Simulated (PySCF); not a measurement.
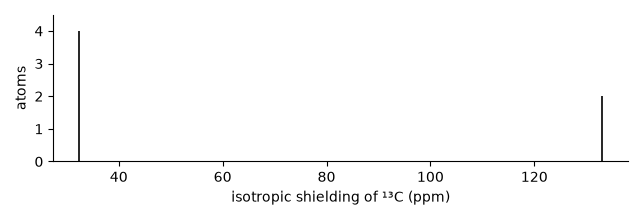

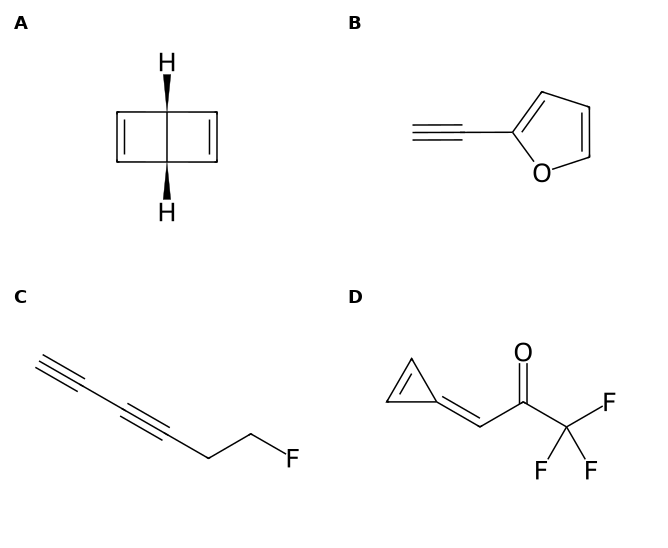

The sticks are computed shieldings of one of the molecules, for one fixed geometry (GFN2-xTB) without averaging over rotations. Low shielding means a high chemical shift. Method: GIAO PBE0/pcSseg-1 NMR shielding, non-relativistic, gas phase (PySCF 2.14.0).

Which molecule gives this pattern?

Answer. A, `C1=CC2C=CC12`. Its 6 C atoms give lines at 32.4 (4 atoms), 133.0 (2 atoms) ppm.
